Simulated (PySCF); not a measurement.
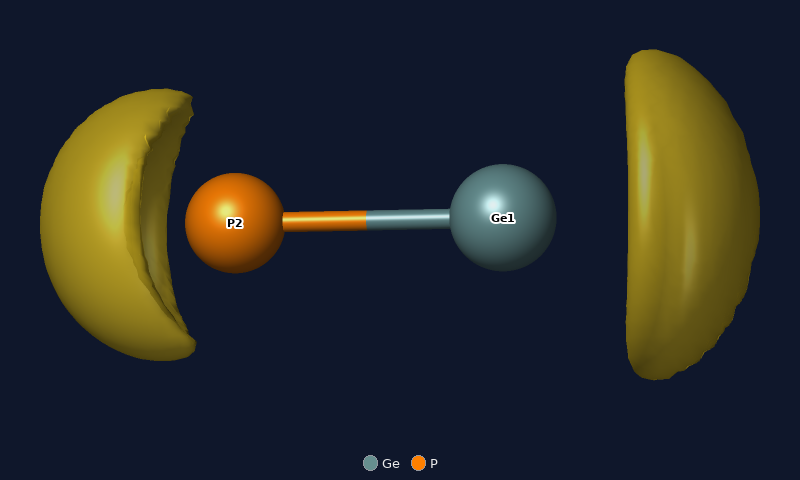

GeP (doublet). Isosurface of the ELF at 0.9 (yellow), seen from one side. Only the valence region is drawn (cores and ρ < 0.01 e/Å³ removed).

The calculation used PySCF 2.14.0, PBE0/x2c-TZVPPall, spin-free X2C-1e, Gaussian nucleus, at a bond length of 2.145 Å.

```xyz
2

Ge    0.0000    0.0000   -0.6334
P     0.0000    0.0000    1.5116
```

**What do the ELF domains correspond to?**

The surface consists of one lobe on Ge, pointing away from the bonds (non-bonding electrons) and one lobe on P, pointing away from the bonds (non-bonding electrons). Along the contacts the grid gives the following. Ge–P (2.14 Å): the ELF peaks at about 0.85 in the valence shell of P, 0.9 Å from its nucleus, and is about 0.75 at the midpoint.
